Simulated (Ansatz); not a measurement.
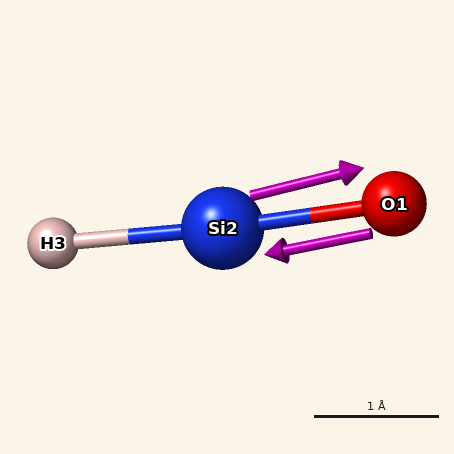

Arrows show the forces on the atoms, 1 Å of arrow for 1 eV/Å; forces under a tenth of the largest aren't drawn. Charge +1, singlet. Level of theory: BHLYP-D4/def2-TZVPP (Ansatz 0.2.0).

Which bond do the forces act along most?

Answer. O1–Si2, now 1.481 Å: the forces pull its atoms together, so a first step downhill shortens it.

List the force components in the frame of the picture (x right, y up, z towards the viewer), in eV/Å.

```
atom     Fx     Fy     Fz
  O1  −0.87  −0.17  −0.27
 Si2   0.92   0.23   0.27
  H3  −0.04  −0.05   0.00
```
